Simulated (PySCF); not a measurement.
# B2PLYP/3-21G run of CH7ClSi2 (SMILES [SiH3]C[SiH2]Cl)

What is the vertical singlet–triplet gap of CH7ClSi2 at B2PLYP/3-21G? 

The calculation is run with PySCF 2.14.0.

## 1. The structure to begin with

The species is CH7ClSi2 (11 atoms), meant as a singlet with charge 0. SMILES: `[SiH3]C[SiH2]Cl`. Geometry: relaxed at PBE0-D4/def2-TZVP. This is one conformer, not always the lowest.

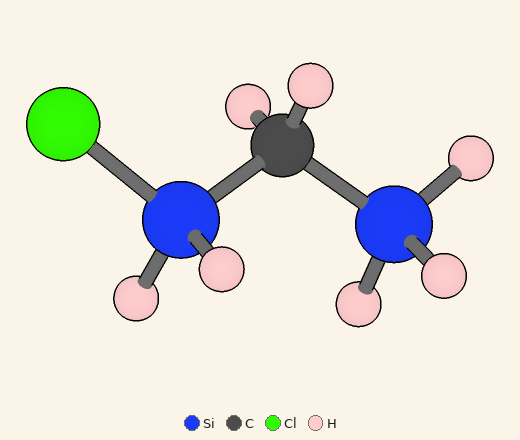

Viewed from a chosen angle; silicon blue, carbon dark grey, chlorine green, hydrogen pink.

## 2. A single-point energy at B2PLYP/3-21G

geometry.xyz reads:

```xyz
11
CH7ClSi2
Si     1.006300     1.285600    -0.182900
C     -0.570400     0.282700    -0.356100
Si    -0.499800    -1.397400     0.429000
Cl    -2.287500    -2.388300     0.158700
H      0.854300     2.610700    -0.838800
H      1.323900     1.497600     1.254200
H      2.143300     0.566700    -0.816300
H     -1.397400     0.844300     0.091100
H     -0.797200     0.162700    -1.420800
H      0.561500    -2.228800    -0.187700
H     -0.271500    -1.292800     1.890200
```

run.py reads:

```python
# [SiH3]C[SiH2]Cl
from pyscf import gto, dft, mp

system = gto.M(
    atom='geometry.xyz',
    verbose=4,
    spin=0,
    max_memory=1860,
    basis='3-21g',
)

mf = dft.RKS(system)
mf.xc = '0.53*HF + 0.47*B88, 0.73*LYP'
mf.grids.level = 4
mf.conv_tol = 1e-10
mf.kernel()
if not mf.converged:
    mf = mf.newton().run(mf.mo_coeff, mf.mo_occ)

pt = mp.MP2(mf, frozen=16).run()
e_tot = mf.e_tot + 0.27 * pt.e_corr
print('PT2 part  %.8f' % (0.27 * pt.e_corr))
print('E(%s) = %.9f' % ('B2PLYP', e_tot))
```

The run is started by

```bash
OMP_NUM_THREADS=1 python run.py
```

The log of the run:

```text
PySCF version 2.14.0

[INPUT] num. atoms = 11
[INPUT] num. electrons = 58
[INPUT] charge = 0
[INPUT] spin (= nelec alpha-beta = 2S) = 0
[INPUT] symmetry False subgroup None
[INPUT] Mole.unit = angstrom
[INPUT] Symbol           X                Y                Z      unit          X                Y                Z       unit  Magmom
[INPUT]  1 Si     1.006300000000   1.285600000000  -0.182900000000 AA    1.901631399150   2.429431905741  -0.345630908183 Bohr   0.0
[INPUT]  2 C     -0.570400000000   0.282700000000  -0.356100000000 AA   -1.077899781452   0.534225575415  -0.672931472958 Bohr   0.0
[INPUT]  3 Si    -0.499800000000  -1.397400000000   0.429000000000 AA   -0.944485117058  -2.640703286467   0.810692507438 Bohr   0.0
[INPUT]  4 Cl    -2.287500000000  -2.388300000000   0.158700000000 AA   -4.322748509943  -4.513232903299   0.299899535968 Bohr   0.0
[INPUT]  5 H      0.854300000000   2.610700000000  -0.838800000000 AA    1.614393028216   4.933507993402  -1.585102273285 Bohr   0.0
[INPUT]  6 H      1.323900000000   1.497600000000   1.254200000000 AA    2.501808416312   2.830053844149   2.370094505430 Bohr   0.0
[INPUT]  7 H      2.143300000000   0.566700000000  -0.816300000000 AA    4.050250002780   1.070907794791  -1.542583435482 Bohr   0.0
[INPUT]  8 H     -1.397400000000   0.844300000000   0.091100000000 AA   -2.640703286467   1.595495766970   0.172154049948 Bohr   0.0
[INPUT]  9 H     -0.797200000000   0.162700000000  -1.420800000000 AA   -1.506489666503   0.307458440467  -2.684922877782 Bohr   0.0
[INPUT] 10 H      0.561500000000  -2.228800000000  -0.187700000000 AA    1.061081218943  -4.211821586431  -0.354701593581 Bohr   0.0
[INPUT] 11 H     -0.271500000000  -1.292800000000   1.890200000000 AA   -0.513060642819  -2.443037933838   3.571960320653 Bohr   0.0

nuclear repulsion = 262.739268181963
number of shells = 40
number of NR pGTOs = 117
number of NR cGTOs = 62
basis = 3-21g
ecp = {}

******** <class 'pyscf.dft.rks.RKS'> ********
method = RKS
initial guess = minao
damping factor = 0
level_shift factor = 0
DIIS = <class 'pyscf.scf.diis.CDIIS'>
diis_start_cycle = 1
diis_space = 8
diis_damp = 0
SCF conv_tol = 1e-10
SCF conv_tol_grad = None
SCF max_cycles = 50
direct_scf = True
direct_scf_tol = 1e-13
XC library pyscf.dft.libxc version 7.0.0
    S. Lehtola, C. Steigemann, M. J.T. Oliveira, and M. A.L. Marques.,  SoftwareX 7, 1–5 (2018)
XC functionals = 0.53*HF + 0.47*B88, 0.73*LYP
    A. D. Becke.,  Phys. Rev. A 38, 3098 (1988)
    C. Lee, W. Yang, and R. G. Parr.,  Phys. Rev. B 37, 785 (1988)
    B. Miehlich, A. Savin, H. Stoll, and H. Preuss.,  Chem. Phys. Lett. 157, 200 (1989)
radial grids:
    Treutler-Ahlrichs [JCP 102, 346 (1995); DOI:10.1063/1.469408] (M4) radial grids

becke partition: Becke, JCP 88, 2547 (1988); DOI:10.1063/1.454033
pruning grids: <function nwchem_prune>
grids dens level: 4
symmetrized grids: False
atomic radii adjust function: <function treutler_atomic_radii_adjust>
small_rho_cutoff = 0
Set gradient conv threshold to 1e-05
Initial guess from minao.
tot grids = 225096
init E= -1074.79274756478
  HOMO = -0.33892412640767  LUMO = 0.0142603797816463  gap/eV = 9.61064
cycle= 1 E= -1075.37044956713  delta_E= -0.578  |g|= 0.289  |ddm|=  2.7
  HOMO = -0.334403544496737  LUMO = 0.0412451387707196  gap/eV = 10.22192
cycle= 2 E= -1075.38956444536  delta_E= -0.0191  |g|= 0.186  |ddm|= 0.66
  HOMO = -0.363633062622327  LUMO = 0.0489806273518818  gap/eV = 11.22779
cycle= 3 E= -1075.39952533863  delta_E= -0.00996  |g|= 0.0193  |ddm|= 0.251
  HOMO = -0.358876718030493  LUMO = 0.0527720094799522  gap/eV = 11.20153
cycle= 4 E= -1075.39963366691  delta_E= -0.000108  |g|= 0.00638  |ddm|= 0.0337
  HOMO = -0.360052819340278  LUMO = 0.0517404691977355  gap/eV = 11.20547
cycle= 5 E= -1075.39964661278  delta_E= -1.29e-05  |g|= 0.0017  |ddm|= 0.0104
  HOMO = -0.360207984011644  LUMO = 0.0516747852844284  gap/eV = 11.20790
cycle= 6 E= -1075.3996473952  delta_E= -7.82e-07  |g|= 0.000276  |ddm|= 0.00237
  HOMO = -0.360179320660661  LUMO = 0.0517026131757647  gap/eV = 11.20788
cycle= 7 E= -1075.39964742346  delta_E= -2.83e-08  |g|= 3.13e-05  |ddm|= 0.000515
  HOMO = -0.360181985616362  LUMO = 0.0517005192638742  gap/eV = 11.20789
cycle= 8 E= -1075.39964742421  delta_E= -7.55e-10  |g|= 6.83e-06  |ddm|= 0.000119
  HOMO = -0.360182304755428  LUMO = 0.0517018376425717  gap/eV = 11.20794
cycle= 9 E= -1075.39964742424  delta_E= -2.91e-11  |g|= 1.31e-06  |ddm|= 2.24e-05
  HOMO = -0.360182401879329  LUMO = 0.0517017804678914  gap/eV = 11.20794
Extra cycle  E= -1075.39964742424  delta_E= -9.09e-13  |g|= 5.37e-07  |ddm|= 3.2e-06
converged SCF energy = -1075.39964742424

******** <class 'pyscf.mp.mp2.RMP2'> ********
nocc = 13, nmo = 46
frozen orbitals 16
E(RMP2) = -1075.70599299201  E_corr = -0.306345567767441
E(SCS-RMP2) = -1075.7185467677  E_corr = -0.318899343460546
E_corr(same-spin) = -0.05621000522352
E_corr(oppo-spin) = -0.250135562543921
PT2 part  -0.08271330
E(B2PLYP) = -1075.482360728
```

It took 15 s on 1 thread of Arm Neoverse N1, shared host; peak memory 0.35 GiB.

## 3. The triplet

calc.py reads:

```python
from pyscf import gto, dft, mp

system = gto.M(
    atom='''
Si     1.006300     1.285600    -0.182900
C     -0.570400     0.282700    -0.356100
Si    -0.499800    -1.397400     0.429000
Cl    -2.287500    -2.388300     0.158700
H      0.854300     2.610700    -0.838800
H      1.323900     1.497600     1.254200
H      2.143300     0.566700    -0.816300
H     -1.397400     0.844300     0.091100
H     -0.797200     0.162700    -1.420800
H      0.561500    -2.228800    -0.187700
H     -0.271500    -1.292800     1.890200
''',
    spin=2,
    basis='3-21g',
    verbose=3,
    charge=0,
    max_memory=1860,
)

calc0 = dft.UKS(system, xc='0.53*HF + 0.47*B88, 0.73*LYP')
calc0.conv_tol = 1e-10
calc0.grids.level = 4
calc0.kernel()
if not calc0.converged:
    calc0 = calc0.newton().run(calc0.mo_coeff, calc0.mo_occ)

pt = mp.MP2(calc0, frozen=16).run()
e_final = calc0.e_tot + 0.27 * pt.e_corr
print('PT2 part  %.8f' % (0.27 * pt.e_corr))
print('E = %.10f Eh' % e_final)
```

The run is started by

```bash
OMP_NUM_THREADS=1 python calc.py
```

The log of the run:

```text
WARN: HOMO 0.0142603797816456 >= LUMO -0.338924126407671

WARN: HOMO -0.0726627932419441 >= LUMO -0.239199107938206

WARN: HOMO -0.0759861827213106 >= LUMO -0.245710235566033

WARN: HOMO -0.075555075332518 >= LUMO -0.231754828334528

WARN: HOMO -0.0773907756538914 >= LUMO -0.223537005350599

WARN: HOMO -0.080308447581545 >= LUMO -0.2234908814344

WARN: HOMO -0.081154696420523 >= LUMO -0.220919488886981

WARN: HOMO -0.0824435572127593 >= LUMO -0.221320530054705

WARN: HOMO -0.0828281115129428 >= LUMO -0.221159278140784

WARN: HOMO -0.0831185238682484 >= LUMO -0.221292524143439

WARN: HOMO -0.0832463691932188 >= LUMO -0.221360324337722

WARN: HOMO -0.0833135995330334 >= LUMO -0.221372656950561

WARN: HOMO -0.0833144523431957 >= LUMO -0.221414203053583

WARN: HOMO -0.0833527459408188 >= LUMO -0.221379931973748

WARN: HOMO -0.0833442121118908 >= LUMO -0.221401439104887

WARN: HOMO -0.0833420934907627 >= LUMO -0.221398620667261

WARN: HOMO -0.0833436622497226 >= LUMO -0.221398688133681

WARN: HOMO -0.0833433857080641 >= LUMO -0.22139826475351

converged SCF energy = -1075.12213052119  <S^2> = 2.0077229  2S+1 = 3.0051442
E(UMP2) = -1075.44242403587  E_corr = -0.320293514685628
E(SCS-UMP2) = -1075.44999071623  E_corr = -0.327860195043968
PT2 part  -0.08647925
E = -1075.2086097702 Eh
```

Run time: 42 s. Hardware: 1 thread of Arm Neoverse N1, shared host; peak memory 0.37 GiB.

## 4. Summary of results

Level: B2PLYP/3-21G, 16 core orbitals frozen.

| quantity | value |
| --- | --- |
| singlet: total energy | -1075.48236 Eh |
| singlet: dipole moment (SCF part) | 2.52 D |
| singlet: HOMO energy (SCF part's orbitals) | -9.80 eV |
| singlet: LUMO energy (SCF part's orbitals) | 1.41 eV |
| singlet: HOMO–LUMO gap (SCF part's orbitals) | 11.21 eV |
| triplet: total energy | -1075.20861 Eh |
| triplet: dipole moment (SCF part) | 1.72 D |
| triplet: HOMO energy (SCF part's orbitals) (highest over α and β) | -2.27 eV |
| triplet: ⟨S²⟩ | 2.008 |
| vertical energy of the triplet above the singlet | 7.449 eV |

In words: At this shape the triplet lies 7.45 eV (719 kJ/mol) above the singlet.
